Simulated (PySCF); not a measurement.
**C3H8O2, SMILES `CC(O)CO`: what the electrons do**

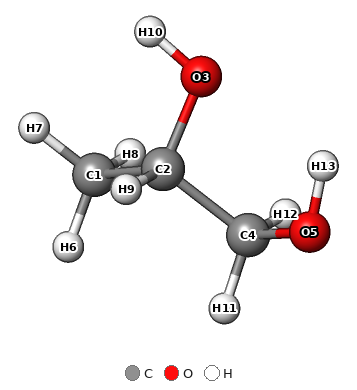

The molecule, with its atoms numbered as below. No frequency check shows the geometry to be a minimum.

Cartesian coordinates (Å):

```
C1       1.7486    0.6531   -0.0258
C2       0.4402   -0.0398    0.3405
O3       0.3732   -1.3534   -0.1924
C4      -0.7723    0.7058   -0.2313
O5      -1.9772    0.0938    0.1400
H6       1.7564    1.6676    0.3615
H7       2.5961    0.1142    0.3949
H8       1.8589    0.6873   -1.1073
H9       0.3371   -0.0873    1.4370
H10      1.1588   -1.8396    0.0770
H11     -0.8054    1.7254    0.1570
H12     -0.6763    0.7391   -1.3263
H13     -1.8917   -0.8437   -0.0751
```

Part 1: Excited states

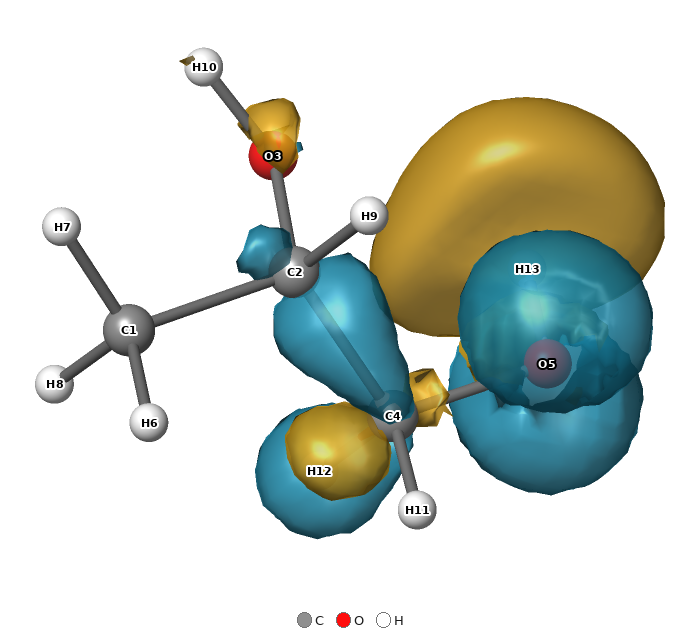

Unrelaxed difference density of T₂ less the ground state (TDA triplet states), ±0.03 e/Å³; yellow: gain, teal: loss.

Computed with PySCF, CAM-B3LYP/def2-SVP, geometry: GFN2-xTB. Without diffuse functions Rydberg states are missing, so the states' numbers hold for this basis only.

**How does the charge move on excitation?**

0.78 e is displaced in all, of which about 0.5 e passes between atoms: O5 (0.47 e) loses electrons and H13 (0.34 e) and H10 (0.07 e) gain them. The state: 7.55 eV (164 nm), spin-forbidden from the singlet ground state; the leading pair carries 97 %; hole on O5 (67 %), C4 (10 %) and H12 (6 %), electron on H13 (38 %), O5 (21 %) and C4 (10 %); their centroids lie 1.0 Å apart.

Part 2: Localised orbitals

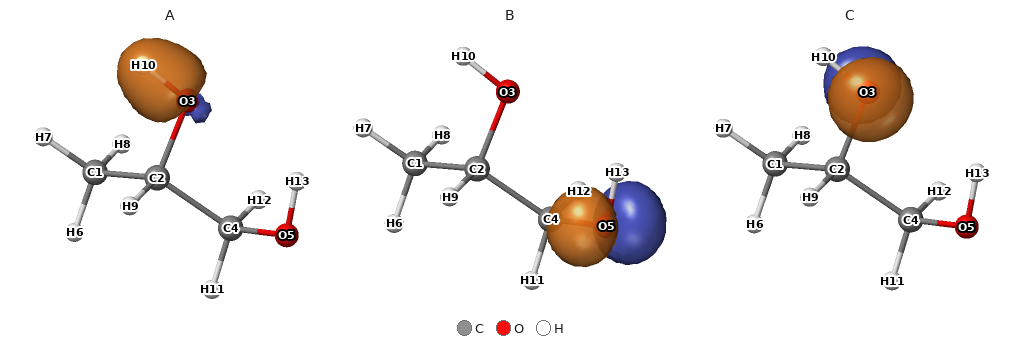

Pipek–Mezey orbitals, occupied; each surface holds about 70 % of the orbital's density. Energies are diagonal elements of the Fock matrix.

PySCF calculation, PBE0/6-311G**, gas phase; geometry: GFN2-xTB.

**Name the orbitals, with their atomic make-up and energies.**

By panel:
- A: σ bond O3–H10 (O3 67 %, H10 33 %; −20.1 eV)
- B: lone pair on O5 (p-type) (O5 97 %; −8.5 eV)
- C: lone pair on O3 (p-type) (O3 98 %; −9.1 eV)

**Which has the smallest and which the largest spatial spread?**

Smallest: A (0.69 Å); largest: B (0.84 Å).

Part 3: Stretching a bond

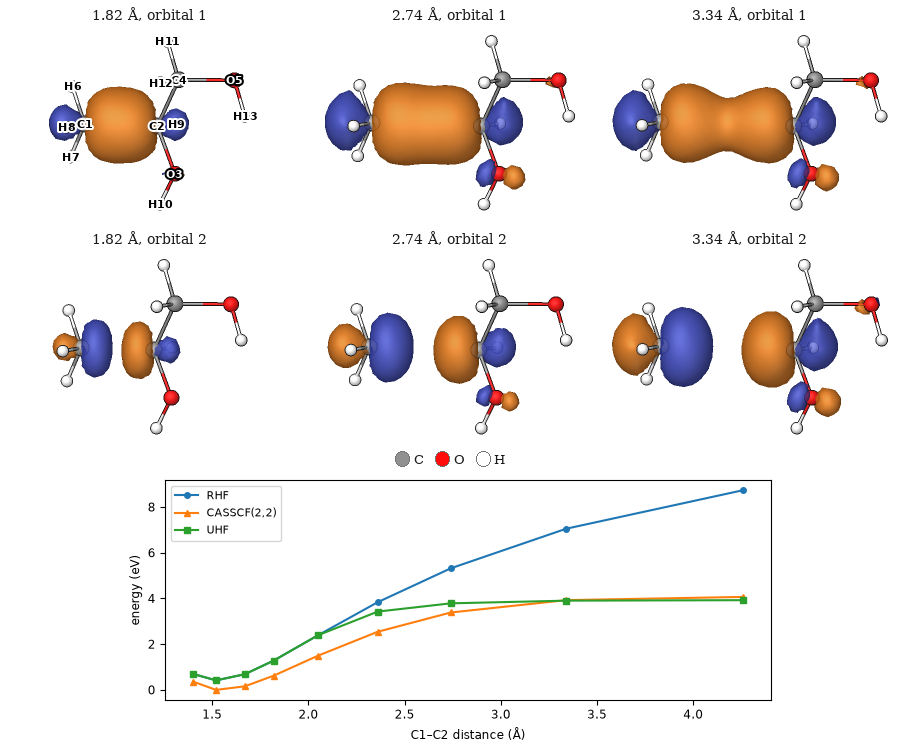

Rigid stretch of the C1–C2 bond. The two CASSCF(2,2) natural orbitals nearest half filling (orbital 1 the more occupied). Below: energies along the scan, from the lowest point of the three curves.

PySCF calculation, def2-SVP basis, gas phase; geometry: GFN2-xTB.

**How do the occupations change along the stretch?**

1.82 Å: 1.96 and 0.04; 2.74 Å: 1.66 and 0.34; 3.34 Å: 1.35 and 0.65. At the longest distance computed (4.26 Å) they are 1.10 and 0.90, and the effective number of unpaired electrons is 2.0.

**Where does the UHF solution part from RHF?**

Between 2.05 Å (⟨S²⟩ = 0, the two coincide) and 2.36 Å (⟨S²⟩ = 0.56); at 4.26 Å ⟨S²⟩ is 1.01 and UHF lies 4.8 eV below RHF.

**How much energy does the stretch cost?**

By CASSCF, 4.1 eV from the lowest point of the scan (1.52 Å) to 4.26 Å; RHF gives 8.3 eV from its own lowest point. The fragments aren't relaxed and dynamic correlation is missing, so this isn't a bond dissociation energy.
